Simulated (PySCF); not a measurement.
# C₆H₁₀N₂OSi (SMILES C=C([SiH2]N)C(=O)CCC#N): what the fields show

```xyz
20

C    -0.5165   -1.8130   -1.0328
C    -0.8406   -0.6551   -0.4708
Si   -2.6371   -0.1941   -0.0536
N    -2.5478    1.3333    0.7239
C     0.1725    0.3798   -0.2346
O     0.0594    1.5137   -0.6496
C     1.3534   -0.0307    0.6347
C     2.6420    0.6544    0.1615
C     3.0868    0.0546   -1.0702
N     3.4181   -0.4541   -2.0387
H    -1.2644   -2.5589   -1.2450
H     0.4890   -2.0472   -1.3530
H    -3.4233   -0.2902   -1.2925
H    -3.1344   -1.1333    0.9543
H    -1.9287    2.0238    0.3246
H    -3.3943    1.7735    1.0452
H     1.1203    0.2964    1.6521
H     1.4623   -1.1157    0.6426
H     3.4359    0.5583    0.9065
H     2.4425    1.7152   -0.0173
```

Geometry: GFN2-xTB.

The calculation used PBE0/pcSseg-1, SCF density, gas phase, non-relativistic (PySCF 2.14.0).

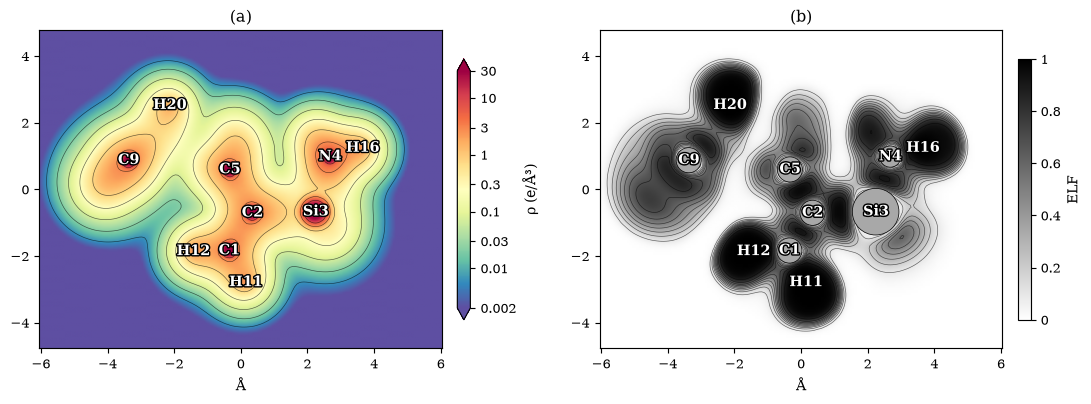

Figure 1. (a) electron density; (b) ELF on the plane of atoms C2, C1 and H12. Grey discs cover the atomic cores in the ELF map.

**Read the bonding off the picture.**

The section cuts through C, Si, N and H sites. C–C (1.33 Å): ρ is about 2.3 e/Å³ halfway; the ELF peaks at about 0.90 between the atoms (a multiple bond). Si–N (1.72 Å): ρ is about 1.1 e/Å³ halfway; the ELF peaks at about 0.90 between the atoms; a polar covalent bond. C–Si (1.90 Å): the density is about 0.91 e/Å³ at the midpoint; the ELF peaks at about 0.95 between the atoms, as expected for a shared electron pair. N–H (1.01 Å): the density is about 2.8 e/Å³ at the midpoint; the ELF climbs to about 1 towards the hydrogen, as it does in any bond to H (a covalent bond by its length). C–C (1.47 Å): the density is about 1.9 e/Å³ at the midpoint; the ELF peaks at about 0.95 between the atoms, as expected for a shared electron pair.

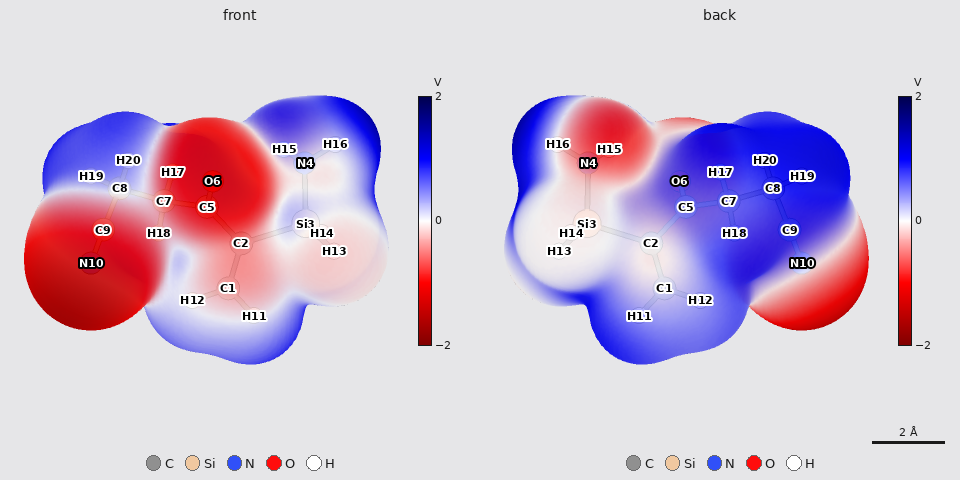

Figure 2. The molecular electrostatic potential painted on the density surface at 0.001 e/bohr³, seen from the front and from behind; red is negative and blue positive.

**Where is the surface potential most negative and most positive?**

The most negative region (about −1.7 V) lies over N10, the most positive (about +1.4 V) over H16. N10 is the likeliest acceptor of a hydrogen bond.

**What dipole moment does the calculation give?**

Its dipole moment is 4.05 D.
